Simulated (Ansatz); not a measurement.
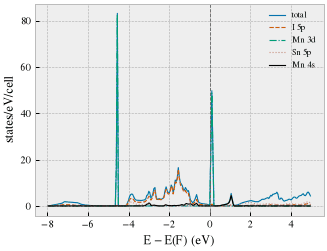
*Total and projected density of states of MnSnI3 (cubic perovskite, space group No. 221), the program Ansatz at the PBE level (PAW)*

### Question
Which orbitals carry the states next to the Fermi level?

### Answer
Within 0.5 eV of the Fermi level: Mn 3d 89 %, I 5p 6 %. Projections are on Löwdin-orthogonalised atomic valence shells; empty p or d shells of many metals are not among them.

### Question
Where is the tallest occupied peak in this window, and what makes it?

### Answer
Near -4.5 eV, about 83 states/eV per cell; the largest projected share is Mn 3d.

Space group Pm-3m (cubic perovskite). The workflow started from an entry of the Crystallography Open Database (COD, 298 K). Its standing as an ambient phase is unchecked. Symmetry was held in the PBE relaxation; its stability against distortions is not shown here. Magnetic state: ferromagnetic, the only order run, not a proven ground state. The cell computed holds one magnetic atom, so no antiferromagnetic order was within reach. Its formation energy is positive at this level, so the cell may be metastable or incomplete. No Hubbard U is applied. The compound may be a true metal, but semilocal functionals without U, or a wrong spin order, can also close a gap. Spin–orbit coupling is left out wherever it is not named.

Potentials: the later of the program's two PAW sets.
